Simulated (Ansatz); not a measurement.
# SiH2O2 (SMILES O[Si]O): r2SCAN0/STO-3G

Aim: the electronic atomisation energy of SiH2O2 at r2SCAN0/STO-3G, from 4 runs. 

Program for the calculation: Ansatz 0.2.0.

47 further runs of the same task are left out: 1 that didn't finish, 46 set aside as unsound or not needed.

## Step 1: Starting point

The species is SiH2O2 (5 atoms), meant as a singlet with charge 0. As SMILES, `O[Si]O`. Geometry: relaxed at PBE0-D4/def2-TZVP. This is one conformer, not always the lowest.

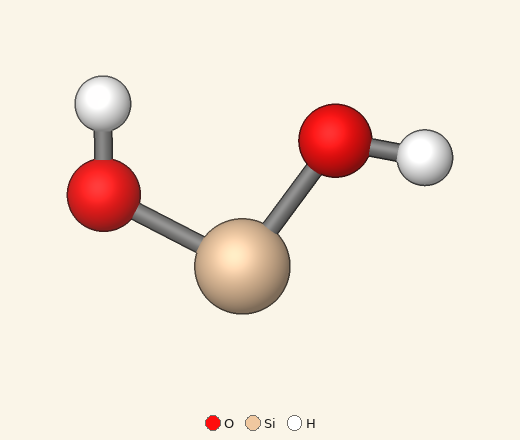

The structure, seen from a chosen angle (oxygen red, silicon light orange, hydrogen white).

## Step 2: The energy at r2SCAN0/STO-3G

Input file input.yaml:

```yaml
crystal:
  periodic: [false, false, false]
  atoms:
    - {symbol: O, position_ang: [-1.443200, -0.105600, -0.275000]}
    - {symbol: Si, position_ang: [-0.212000, -0.791300, 0.567700]}
    - {symbol: O, position_ang: [1.036000, 0.187500, 0.068600]}
    - {symbol: H, position_ang: [-1.231900, 0.648900, -0.836100]}
    - {symbol: H, position_ang: [1.901100, -0.013100, 0.433400]}
basis:
  gaussian: {orbitals: STO-3G}
hamiltonian: {xc: {name: r2SCAN0}}
accuracy: high
```

Run with:

```sh
$ ansatz run input.yaml --threads 1 --pin off --max-ram 2610MiB --events-out events.jsonl --progress --plain --runs-dir runs
```

The log of the run:

```text
Warning: RAYON_NUM_THREADS=1 ignored (pool sized by the plan → 1); use --threads N
Functional definition: r2SCAN0
  name "r2SCAN0"
  parameter a = 0.25
  parameter k0 = 0.174
  parameter k1 = 0.065
  parameter a1 = 4.9479
  exchange = (1 - a)*r2scan_x(k0 = k0, k1 = k1, a1 = a1) + a*exact_x
  correlation = r2scan_c
386 factors; integrals over basis functions are off by at most 3.1e-8 eV
mean field evaluation 1: about -11850.8880 eV, gradient 2.5e1 eV
mean field evaluation 2: about -11849.6635 eV, gradient 3.3e1 eV
mean field evaluation 4: about -11852.9674 eV, gradient 9.9e-1 eV
mean field evaluation 8: about -11852.9679 eV, gradient 1.4e-3 eV
mean field evaluation 16: about -11852.9679 eV, gradient 7.5e-9 eV
mean field -11852.96788892 eV, -435.5885356877 hartree, gradient 7.5e-9 eV, S^2 0.000000; 0 other end points of the search recorded, 0 dependent functions left out
reference -11852.96788922 eV, -435.5885356987 hartree; 16, 16 occupied and 5, 5 virtual orbitals, 386 factors
Total energy: -11852.96788922 eV, -435.5885356987 hartree
```

Run time: 2.8 s. Hardware: 1 thread of Arm Neoverse V2, shared host; peak memory 0.14 GiB.

## Step 3: The H atom at the same level

Input file run.yaml:

```yaml
crystal:
  periodic: [false, false, false]
  atoms:
    - symbol: H
      position_ang: [0.000000, 0.000000, 0.000000]
basis:
  gaussian: {orbitals: STO-3G}
magnetization: {spin_polarized: true, initial_magnetization: 1}
hamiltonian: {xc: {name: r2SCAN0}}
accuracy: high
```

Run the same way, it converges to -0.46649 Eh (log not shown).

## Step 4: The O atom

Input file molecule.yaml:

```yaml
crystal:
  periodic: [false, false, false]
  atoms:
    - {symbol: O, position_ang: [0.000000, 0.000000, 0.000000]}
basis:
  gaussian: {orbitals: STO-3G}
hamiltonian: {xc: {name: r2SCAN0}}
accuracy: high
magnetization: {spin_polarized: true, initial_magnetization: 2}
```

Run the same way, it converges to -74.02298 Eh (log not shown).

## Step 5: The Si atom, same level

Input file input.yaml:

```yaml
crystal:
  periodic: [false, false, false]
  atoms:
    - symbol: Si
      position_ang: [0.000000, 0.000000, 0.000000]
basis:
  gaussian: {orbitals: STO-3G}
magnetization: {spin_polarized: true, initial_magnetization: 2}
accuracy: high
hamiltonian: {xc: {name: r2SCAN0}}
```

Run the same way, it converges to -285.92557 Eh (log not shown).

## Step 6: Outcome

Level: r2SCAN0/STO-3G.

```
                     quantity          value
       molecule: total energy  -435.58854 Eh
         H atom: total energy    -0.46649 Eh
                 H atom: ⟨S²⟩          0.750
         O atom: total energy   -74.02298 Eh
                 O atom: ⟨S²⟩          2.000
        Si atom: total energy  -285.92557 Eh
                Si atom: ⟨S²⟩          2.000
electronic atomisation energy      18.613 eV
```

**Reading.** Taking the molecule apart into free atoms costs 18.61 eV (429 kcal/mol), before zero-point energy and without spin-orbit coupling. In a minimal basis such a difference can be off by several eV, whatever the method.
